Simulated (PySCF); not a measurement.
# C₃H₆BBrO: electronic excitations

What electronic excitations should C₃H₆BBrO (`C=CCOBBr`) show?

The runs use PySCF 2.14.0, with density-fitted response routines of our own; the level of theory stands in each step. All values are computed, except where a source is named. Atoms count from 0, in the outputs and in this text.

**1. The starting structure**

12 atoms, charge 0, multiplicity 1; geometry from: GFN2-xTB.

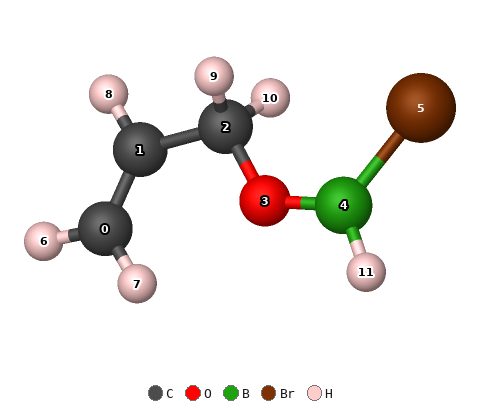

As it starts; carbon dark grey, oxygen red, boron green, bromine brown, hydrogen pink, atoms numbered; sticks join atoms by distance.

**2. Ultraviolet spectrum: CAM-B3LYP/def2-SVPD**

The job: settings as JSON, then the geometry in Å.

```
{"job": {"kind": "uv", "xc": "CAM-B3LYP", "basis": "def2-SVPD", "nstates": 8, "ntriplets": 3}, "charge": 0, "multiplicity": 1}
C     -2.024936     0.114539    -0.440625
C     -1.169738     0.827209     0.265788
C      0.276514     0.484822     0.459860
O      0.626844    -0.708592    -0.215292
B      1.828596    -1.201418    -0.372999
Br     3.374636    -0.341343     0.316472
H     -3.054537     0.407652    -0.545278
H     -1.722984    -0.790942    -0.938948
H     -1.466755     1.737010     0.769102
H      0.484688     0.363591     1.532807
H      0.904017     1.314436     0.101977
H      1.944854    -2.207650    -0.958891
```

With the program's defaults for keys left out, this is: TDDFT CAM-B3LYP/def2-SVPD, vertical, gas phase, core orbitals frozen in the response.

Command:

```sh
OMP_NUM_THREADS=1 python probes_run.py task.json out
```

The driver reads the jobs from task.json and runs them one after another.

What it wrote:

```text
coarse grid: 48064 points
cycle   1  E = -2791.6872735808  dE = -2.192e-01  |g| = 6.040e-01  |ddm| = 5.456e+00
cycle   2  E = -2791.6511817820  dE =  3.609e-02  |g| = 7.817e-01  |ddm| = 1.467e+00
cycle   3  E = -2791.7620462386  dE = -1.109e-01  |g| = 7.316e-02  |ddm| = 7.784e-01
cycle   4  E = -2791.7630743498  dE = -1.028e-03  |g| = 2.999e-02  |ddm| = 1.446e-01
cycle   5  E = -2791.7633129211  dE = -2.386e-04  |g| = 6.485e-03  |ddm| = 5.532e-02
cycle   6  E = -2791.7633210117  dE = -8.091e-06  |g| = 1.674e-03  |ddm| = 1.250e-02
final grid: 101352 points
cycle   7  E = -2791.7633336362  dE =  7.278e-08  |g| = 1.988e-03  |ddm| = 5.879e-03
cycle   8  E = -2791.7633331393  dE =  4.969e-07  |g| = 2.442e-03  |ddm| = 5.448e-03
cycle   9  E = -2791.7633345532  dE = -1.414e-06  |g| = 1.031e-04  |ddm| = 2.936e-03
cycle  10  E = -2791.7633345554  dE = -2.180e-09  |g| = 2.472e-05  |ddm| = 1.879e-04
cycle  11  E = -2791.7633345557  dE = -3.060e-10  |g| = 1.343e-05  |ddm| = 1.197e-04
converged SCF energy = -2791.7633345557

Static polarisability (au): isotropic 74.640, principal 55.429 72.188 96.302

Singlet excitations
state   eV       nm        f      main configurations
  1   6.4512    192.2   0.00114   H-1->L 0.95
  2   7.1764    172.8   0.00063   H-3->L 0.95
  3   7.3021    169.8   0.05873   H-2->L 0.46, H->L 0.44
  4   7.3264    169.2   0.03491   H->L+1 0.51, H->L+4 0.35
  5   7.4201    167.1   0.06696   H->L 0.52, H-2->L 0.39
  6   7.6486    162.1   0.31454   H->L+2 0.70, H-1->L+1 0.22
  7   7.7068    160.9   0.14894   H-1->L+1 0.56, H->L+2 0.25
  8   8.0011    155.0   0.00745   H->L+3 0.62, H->L+7 0.17

Triplet excitations (Tamm-Dancoff, eV): 4.5305 6.1590 6.4071
```

It took 43 s on 1 thread of Arm Neoverse V2, shared host; peak memory 0.8 GiB.

The orbitals next to the gap, with their largest atomic shares:

```csv
orbital,eV,atoms
HOMO−3,-10.68,"O3 37 %, Br5 30 %, B4 14 %"
HOMO−2,-10.07,"Br5 77 %, B4 10 %, O3 10 %"
HOMO−1,-9.70,"Br5 78 %, B4 11 %, H11 5 %"
HOMO,-9.17,"C0 38 %, C1 36 %, C2 9 %"
LUMO,0.64,"B4 40 %, Br5 24 %, O3 22 %"
LUMO+1,0.91,"B4 45 %, Br5 24 %, C2 7 %"
LUMO+2,1.25,"C0 34 %, C1 33 %, H7 7 %"
```

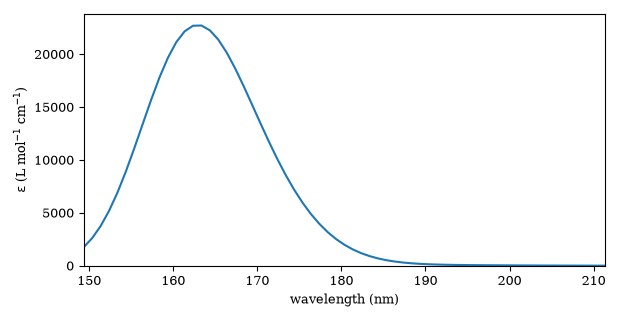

Absorption spectrum: each of the 8 states is a Gaussian band of 0.4 eV half-width at 1/e. Beyond the last state computed it falls off for lack of states.

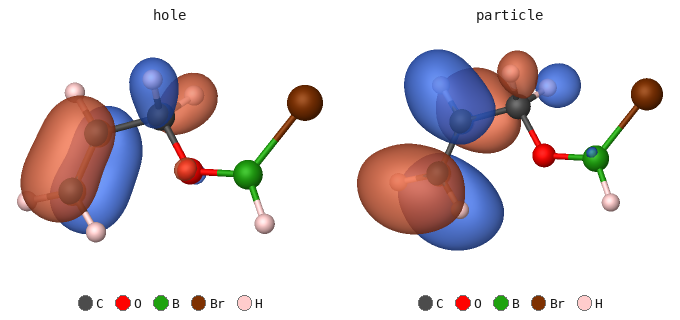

Leading natural transition orbitals of singlet state 6: the electron leaves the hole (left) for the particle orbital (right).

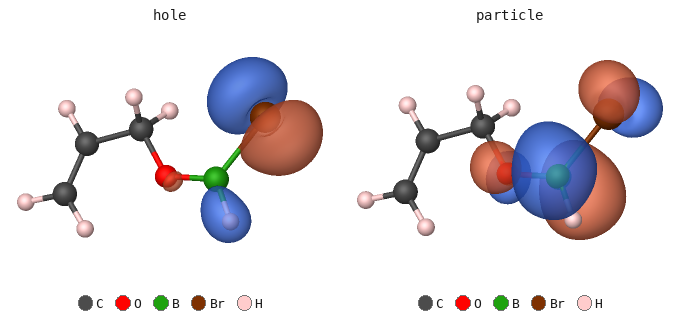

Leading natural transition orbitals of singlet state 1: the electron leaves the hole (left) for the particle orbital (right).

Further results of this job:

```csv
property,computed
dipole moment (D),1.71
polarisability (Å³),11.06
HOMO–LUMO gap (eV),9.81
−ε(HOMO) (eV),9.17
```

Orbitals, density, ELF and potential are computed afterwards from the orbital file.

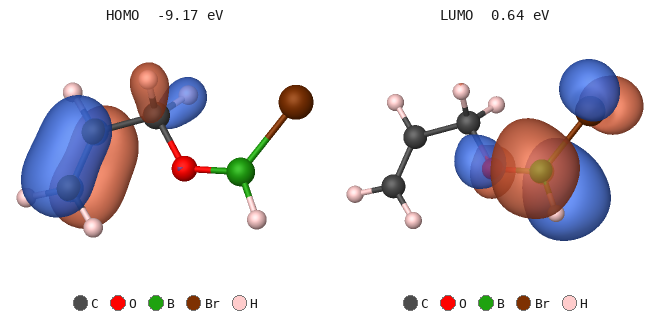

CAM-B3LYP/def2-SVPD orbitals near the gap, drawn at the value that encloses 70 % of each; the two colours are the two signs.

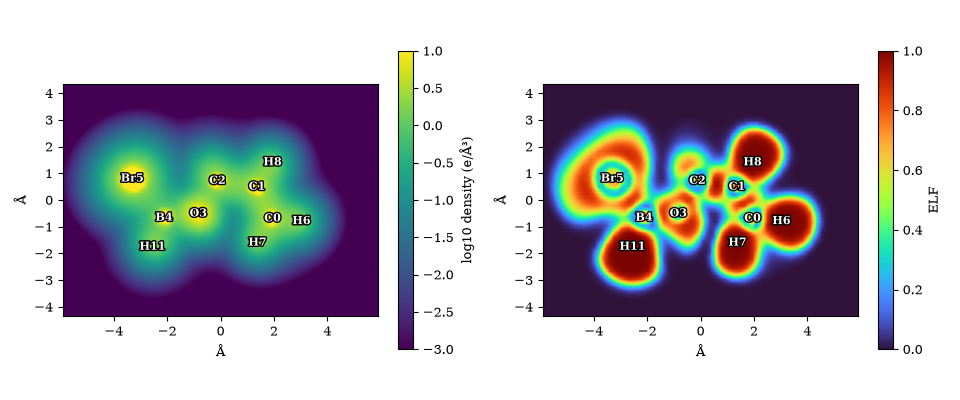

Density (left) and ELF (right) in a plane through or near 10 of the atoms.

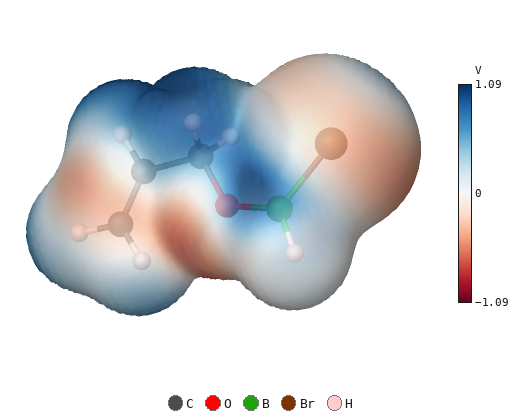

Electrostatic potential on the surface of density 0.002 e/bohr³; red is low, blue high. It runs from -0.55 V near O3 to 1.09 V near B4.

**3. What came out**

| quantity | value |
| --- | --- |
| lowest singlet (CAM-B3LYP/def2-SVPD) | 6.45 eV (192 nm), f = 0.001 |
| brightest single state of those computed | state 6, 7.65 eV, f = 0.315 |
| lowest triplet | 4.53 eV |
| surface potential, least and greatest | -0.55 V and 1.09 V |

In words: The first singlet state (HOMO−1→LUMO 0.95) lies at 6.45 eV and is weak; of the 8 states computed, the strongest absorption comes from state 6 at 7.65 eV. The lowest triplet lies 1.92 eV below the lowest singlet (triplets in Tamm-Dancoff, singlets in full TDDFT).
